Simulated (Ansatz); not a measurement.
# CH4BNO: rotation by 180° about the N1–B2 bond, part 2 of 2

Aim: the minimum-energy path and barrier of the rotation by 180° about the N1–B2 bond. The ends are relaxed first, then joined by a nudged elastic band. SMILES of the start: NB1CO1.

Ansatz 0.2.0; RKS B3LYP-D4/6-31G*. The steps go on from the part before.

**6. Frequencies at the highest image**

The geometry is the highest inner image of the first converged band.

Contents of input.yaml:

```yaml
crystal:
  periodic: [false, false, false]
  atoms:
    - { symbol: "N", position_ang: [-0.798668, 1.325825, -0.501934] }
    - { symbol: B, position_ang: [0.000846, 0.140129, -0.292785] }
    - { symbol: C, position_ang: [0.614603, -1.051269, 0.450392] }
    - { symbol: O, position_ang: [0.821937, -0.623395, -1.012554] }
    - { symbol: H, position_ang: [-1.7848, 1.147806, -0.316295] }
    - { symbol: H, position_ang: [-0.527589, 2.074646, 0.133929] }
    - { symbol: H, position_ang: [0.132622, -2.026819, 0.517795] }
    - { symbol: H, position_ang: [1.541059, -0.986912, 1.021441] }
basis:
  gaussian: { orbitals: "6-31G*" }
hamiltonian:
  xc: b3lyp
  dispersion: d4
phonons: {}
```

Run with:

```
$ ansatz run input.yaml --threads 1 --pin off --max-ram 2048MiB --backend cpu --events-out ev --progress --plain --runs-dir out
```

The log of the run (excerpt; [...] marks lines left out):

```text
Warning: RAYON_NUM_THREADS=1 ignored (pool sized by the plan → 1); use --threads N
[...]
Functional definition: B3LYP
[...]
759 factors; integrals over basis functions are off by at most 3.9e-4 eV
[...]
mean field -5315.59129675 eV, -195.3443771185 hartree, gradient 3.9e-5 eV, S^2 0.000000; 0 other end points of the search recorded, 0 dependent functions left out
[...]
reference -5315.59146174 eV, -195.3443831816 hartree; 15, 15 occupied and 53, 53 virtual orbitals, 759 factors
[...]
759 factors; integrals over basis functions are off by at most 3.9e-4 eV
[...]
mean field -5315.59108727 eV, -195.3443694201 hartree, gradient 2.1e-6 eV, S^2 0.000000; 0 other end points of the search recorded, 0 dependent functions left out
[...]
reference -5315.59125218 eV, -195.3443754805 hartree; 15, 15 occupied and 53, 53 virtual orbitals, 759 factors
[...]
759 factors; integrals over basis functions are off by at most 3.9e-4 eV
[...]
WARN: phonons: modes at or below zero, which the zero-point energy, F, S and C_V leave out: 1, the lowest at -441.47 cm⁻¹. A minimum has none, and a first-order saddle one
[...]
Total energy: -5315.75995039 eV, -195.3505750255 hartree
Atom 0 at    -0.798668     1.325825    -0.501934 Å, force    -0.001733    -0.005687     0.009331 eV/Å
Atom 1 at     0.000846     0.140129    -0.292785 Å, force    -0.003229     0.009638    -0.003587 eV/Å
Atom 2 at     0.614603    -1.051269     0.450392 Å, force     0.003392    -0.000905    -0.007184 eV/Å
Atom 3 at     0.821937    -0.623395    -1.012554 Å, force     0.000010    -0.001933     0.000457 eV/Å
Atom 4 at    -1.784800     1.147806    -0.316295 Å, force     0.005563     0.002531    -0.002112 eV/Å
Atom 5 at    -0.527589     2.074646     0.133929 Å, force    -0.002308    -0.002232    -0.003581 eV/Å
Atom 6 at     0.132622    -2.026819     0.517795 Å, force    -0.000517    -0.000422     0.003307 eV/Å
Atom 7 at     1.541059    -0.986912     1.021441 Å, force    -0.001177    -0.000990     0.003369 eV/Å
Dipole moment:    -0.273723     0.116285     0.524817 e Å
Vibrations: -441.47 346.07 379.38 655.02 702.17 807.95 838.60 1011.64 1036.75 1086.80 1215.87 1490.01 1621.34 1655.90 3108.72 3182.75 3484.05 3555.39 cm⁻¹, zero-point energy 1.622854 eV
```

It took 2.1 min on 1 thread of Intel Xeon at 2.70GHz, shared host; peak memory 0.14 GiB.

Of 18 modes, 1 is imaginary by more than 30 cm⁻¹ (441i cm⁻¹).

**7. The band again, with other settings**

crystal.atoms is end A as relaxed above, and neb.final_atoms is end B, turned to lie on A. With 7 inner images the band has 9 in all.

Contents of input.yaml:

```yaml
crystal:
  periodic: [false, false, false]
  atoms:
    - { symbol: "N", position_ang: [-0.878418, 1.213331, -0.283839] }
    - { symbol: B, position_ang: [-0.09231, 0.070756, -0.189958] }
    - { symbol: C, position_ang: [0.768946, -0.978718, 0.484388] }
    - { symbol: O, position_ang: [0.381224, -0.917816, -0.983445] }
    - { symbol: H, position_ang: [-1.289644, 1.520523, -1.154297] }
    - { symbol: H, position_ang: [-1.085063, 1.802427, 0.50783] }
    - { symbol: H, position_ang: [0.353068, -1.85318, 0.985656] }
    - { symbol: H, position_ang: [1.842207, -0.857313, 0.633655] }
basis:
  gaussian: { orbitals: "6-31G*" }
hamiltonian:
  xc: b3lyp
  dispersion: d4
neb:
  order_check: false
  images: 7
  f_tol: 0.03
  max_iterations: 60
  initial_path: idpp
  spring: 20.0
  final_atoms:
    - { symbol: "N", position_ang: [-0.87822668, 1.21331642, -0.28382483] }
    - { symbol: B, position_ang: [-0.09232913, 0.07061467, -0.19057848] }
    - { symbol: C, position_ang: [0.76888319, -0.97863483, 0.48457544] }
    - { symbol: O, position_ang: [0.3816661, -0.91827293, -0.98338828] }
    - { symbol: H, position_ang: [-1.08533196, 1.8022602, 0.50784317] }
    - { symbol: H, position_ang: [-1.2898984, 1.52141775, -1.15379462] }
    - { symbol: H, position_ang: [0.3530301, -1.85337223, 0.98547582] }
    - { symbol: H, position_ang: [1.84221677, -0.85731906, 0.63368178] }
```

Run with:

```
$ ansatz run input.yaml --threads 1 --pin off --max-ram 2048MiB --backend cpu --events-out ev --progress --plain --runs-dir out
```

The log of the run (excerpt; [...] marks lines left out):

```text
Warning: RAYON_NUM_THREADS=1 ignored (pool sized by the plan → 1); use --threads N
[...]
[... 1 set-up line as earlier in the session ...]
[...]
758 factors; integrals over basis functions are off by at most 3.7e-4 eV
[...]
mean field -5316.28802364 eV, -195.3699813593 hartree, gradient 2.1e-5 eV, S^2 0.000000; 0 other end points of the search recorded, 0 dependent functions left out
[...]
reference -5316.28819187 eV, -195.3699875418 hartree; 15, 15 occupied and 53, 53 virtual orbitals, 758 factors
758 factors; integrals over basis functions are off by at most 3.7e-4 eV
[...]
mean field -5316.28802325 eV, -195.3699813448 hartree, gradient 2.1e-5 eV, S^2 0.000000; 0 other end points of the search recorded, 0 dependent functions left out
[...]
reference -5316.28819149 eV, -195.3699875278 hartree; 15, 15 occupied and 53, 53 virtual orbitals, 758 factors
[...]
NEB iter  14: max|band force component| = 8.765e-3 eV/Å  barrier→ = 0.6974 eV  barrier← = 0.6974 eV  CI = image 4  Δτ_max = 0.0000 Å  (317 SCF iters)
Total energy: -5315.75995544 eV, -195.3505752108 hartree
Atom 0 at    -0.799004     1.325358    -0.501497 Å, force    -0.001044    -0.002219     0.002259 eV/Å
Atom 1 at     0.000846     0.139990    -0.292899 Å, force    -0.001705     0.006965     0.000231 eV/Å
Atom 2 at     0.615127    -1.051283     0.450025 Å, force    -0.000168     0.002659    -0.002004 eV/Å
Atom 3 at     0.821591    -0.623573    -1.013098 Å, force     0.000543    -0.005109     0.002503 eV/Å
Atom 4 at    -1.785022     1.147800    -0.315639 Å, force     0.001188    -0.000098    -0.000779 eV/Å
Atom 5 at    -0.527690     2.075029     0.133056 Å, force     0.000431    -0.000467    -0.000669 eV/Å
Atom 6 at     0.132648    -2.026482     0.518850 Å, force     0.000288    -0.001744    -0.001646 eV/Å
Atom 7 at     1.541514    -0.986829     1.021193 Å, force     0.000467     0.000013     0.000105 eV/Å
Dipole moment:    -0.273665     0.116966     0.524714 e Å
this run last wrote the band of iteration 14 to <dir>
```

Wall time 4.9 min (1 thread of Intel Xeon at 2.70GHz, shared host); peak memory 0.14 GiB.

**8. Images and barrier**

The 7 inner images lie between the fixed ends 0 and 8. Energy is taken from image 0, and the path length is the program's own coordinate along the band.

| image | path (Å) | energy (eV) | dihedral H5–N1–B2–O4 (°) | band force (eV/Å) |
| --- | --- | --- | --- | --- |
| 0 | 0.000 | 0.0000 | 0 | - |
| 1 | 0.421 | 0.0980 | 28 | 0.003 |
| 2 | 0.842 | 0.3497 | 62 | 0.004 |
| 3 | 1.264 | 0.5987 | 94 | 0.005 |
| 4* | 1.685 | 0.6974 | 121 | 0.007 |
| 5 | 2.106 | 0.5989 | 143 | 0.004 |
| 6 | 2.527 | 0.3499 | 161 | 0.008 |
| 7 | 2.948 | 0.0981 | 173 | 0.009 |
| 8 | 3.369 | 0.0000 | 180 | - |

The star marks the climbing image.

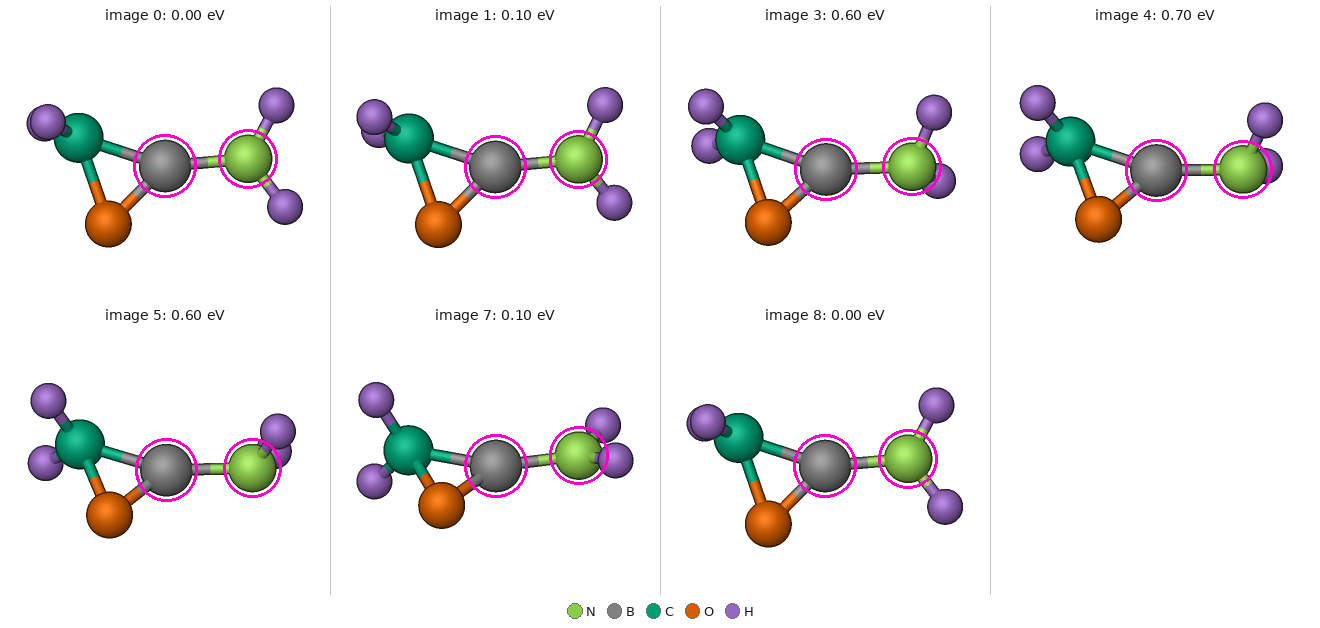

Snapshots along the band, viewed from a free direction. Ringed: N1, B2. Sticks join atoms closer than a bonding distance in each image.

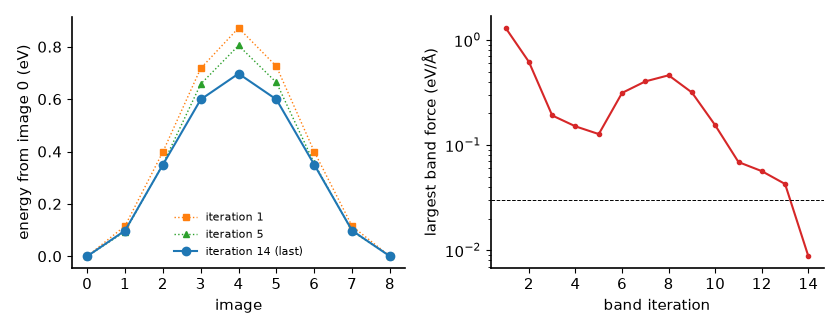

Left: energy of each image for early iterations and the last one (lines only join the points; early values far above the last band run off the scale). Right: the largest band force by iteration, with the threshold dashed.

**9. The band again, with other settings**

crystal.atoms is end A as relaxed above, and neb.final_atoms is end B, turned to lie on A. With 7 inner images the band has 9 in all.

Edit input.yaml of step 7 so:

```diff
@@ -19,6 +19,5 @@
   images: 7
-  f_tol: 0.03
+  f_tol: 0.2
   max_iterations: 60
   initial_path: idpp
-  spring: 20.0
   final_atoms:
```

Run with:

```
$ ansatz run input.yaml --threads 1 --pin off --max-ram 2048MiB --backend cpu --events-out ev --progress --plain --runs-dir out
```

The log of the run (excerpt; [...] marks lines left out):

```text
Warning: RAYON_NUM_THREADS=1 ignored (pool sized by the plan → 1); use --threads N
[...]
[... 1 set-up line as earlier in the session ...]
[...]
758 factors; integrals over basis functions are off by at most 3.7e-4 eV
[...]
mean field -5316.28802364 eV, -195.3699813593 hartree, gradient 2.1e-5 eV, S^2 0.000000; 0 other end points of the search recorded, 0 dependent functions left out
[...]
reference -5316.28819187 eV, -195.3699875418 hartree; 15, 15 occupied and 53, 53 virtual orbitals, 758 factors
758 factors; integrals over basis functions are off by at most 3.7e-4 eV
[...]
mean field -5316.28802325 eV, -195.3699813448 hartree, gradient 2.1e-5 eV, S^2 0.000000; 0 other end points of the search recorded, 0 dependent functions left out
[...]
reference -5316.28819149 eV, -195.3699875278 hartree; 15, 15 occupied and 53, 53 virtual orbitals, 758 factors
[...]
NEB iter   3: max|band force component| = 1.806e-1 eV/Å  barrier→ = 0.8107 eV  barrier← = 0.8107 eV  CI = image 4  Δτ_max = 0.0000 Å  (343 SCF iters)
Total energy: -5315.64665240 eV, -195.3464114009 hartree
Atom 0 at    -0.841594     1.288012    -0.238820 Å, force    -0.073364    -0.175732    -0.054445 eV/Å
Atom 1 at    -0.000421     0.133621    -0.175924 Å, force    -0.055243     0.084335     0.051644 eV/Å
Atom 2 at     0.653048    -1.103929     0.455453 Å, force    -0.067591     0.014627     0.115057 eV/Å
Atom 3 at     0.780117    -0.587361    -0.985632 Å, force     0.078988    -0.022716    -0.080726 eV/Å
Atom 4 at    -1.812112     1.202687    -0.500101 Å, force    -0.001094     0.040707    -0.002733 eV/Å
Atom 5 at    -0.555326     2.230796    -0.035806 Å, force     0.094686     0.004260     0.050779 eV/Å
Atom 6 at     0.171948    -2.083072     0.491899 Å, force     0.002926     0.030178    -0.021372 eV/Å
Atom 7 at     1.604350    -1.080745     0.988922 Å, force     0.020691     0.024341    -0.058204 eV/Å
Dipole moment:    -0.268611     0.246030     0.238104 e Å
this run last wrote the band of iteration 3 to <dir>
```

Run time: 80 s. Hardware: 1 thread of Intel Xeon at 2.70GHz, shared host; peak memory 0.14 GiB.

**10. What the band shows**

Images 0 and 8 are the ends. Energies count from image 0; the path length is the program's own measure over all atoms.

| image | path (Å) | energy (eV) | dihedral H5–N1–B2–O4 (°) | band force (eV/Å) |
| --- | --- | --- | --- | --- |
| 0 | 0.000 | 0.0000 | 0 | - |
| 1 | 0.402 | 0.0935 | 17 | 0.110 |
| 2 | 0.803 | 0.3493 | 37 | 0.105 |
| 3 | 1.204 | 0.6579 | 61 | 0.108 |
| 4* | 1.604 | 0.8107 | 88 | 0.176 |
| 5 | 2.004 | 0.6685 | 114 | 0.181 |
| 6 | 2.404 | 0.3592 | 139 | 0.116 |
| 7 | 2.804 | 0.0969 | 161 | 0.050 |
| 8 | 3.203 | 0.0000 | 180 | - |

The star marks the climbing image.

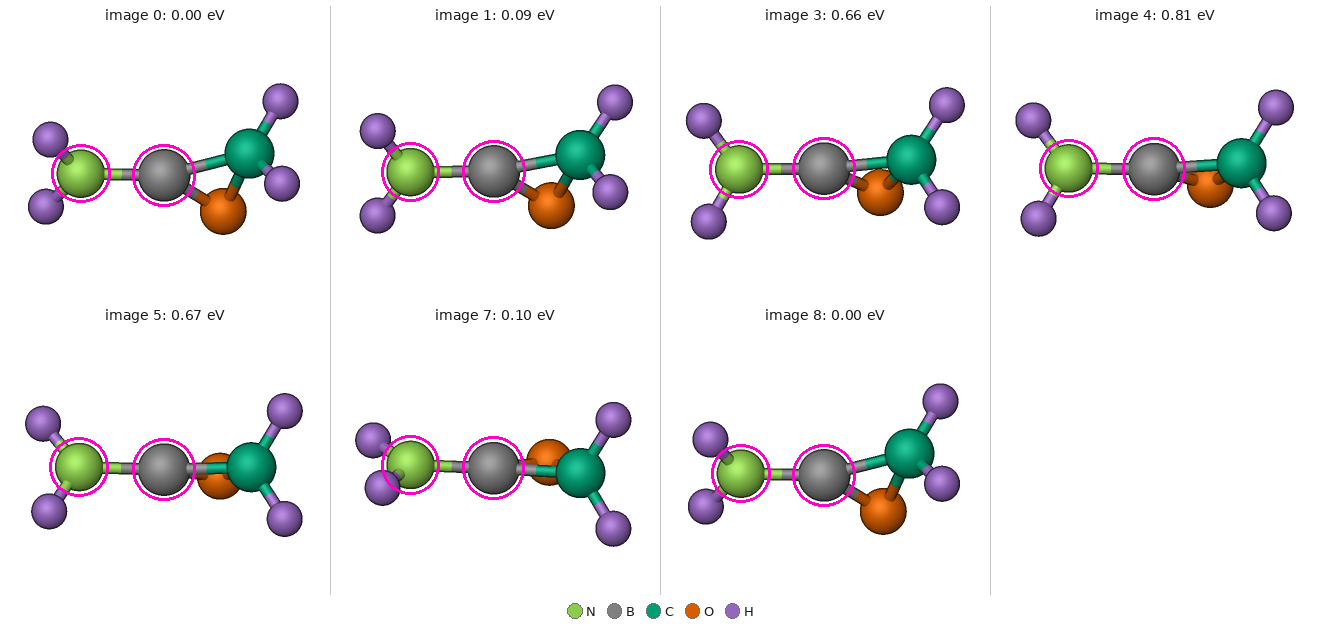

The images of the last band, seen from a chosen angle. Ringed: N1, B2. Sticks join atoms closer than a bonding distance in each image.

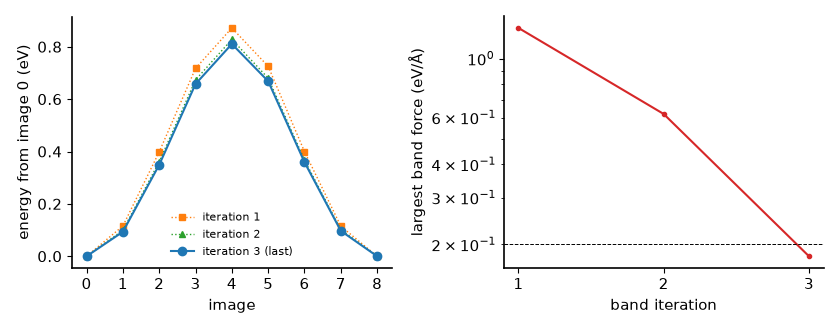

Left: energy of each image for early iterations and the last one (lines only join the points; early values far above the last band run off the scale). Right: the largest band force by iteration, with the threshold dashed.

**11. What came out**

This closing draws on all 2 parts.

```
                                quantity                                                      value
                                   end A                                    5 moves, 0.042 eV lower
                                   end B                                    4 moves, 0.041 eV lower
            first band: barrier forwards                                                   0.697 eV
           first band: barrier backwards                                                   0.697 eV
first band: second end relative to first                                                   0.000 eV
               first band: highest image                                      4 of 0 to 8, climbing
             first band: band iterations                                                         14
              imaginary modes at the top                                                  441i cm⁻¹
                             second band  top 0.697 eV above image 0, 14 iterations, 7 inner images
             time, first and second band                                        5.4 min and 4.9 min
                              third band   top 0.811 eV above image 0, 3 iterations, 7 inner images
              time, first and third band                                           5.4 min and 80 s
```

In the first band: along this path the system climbs 0.70 eV from the first end (27 kT at 300 K); with a typical attempt rate of 10^13 per second that is roughly 10^1 events a second. The two ends lie within 1 meV of each other. The listed dihedral goes from 0° at end A through 121° at the highest image to 180° at end B. One imaginary mode, as a first-order saddle point has. The second band's top agrees with the first's to 1 meV, so the changed settings hardly move the height. The third band's top lies 113 meV above the first's. As for the third band: the force threshold is loose, so the band stops early. Zero-point energy and entropy are left out.
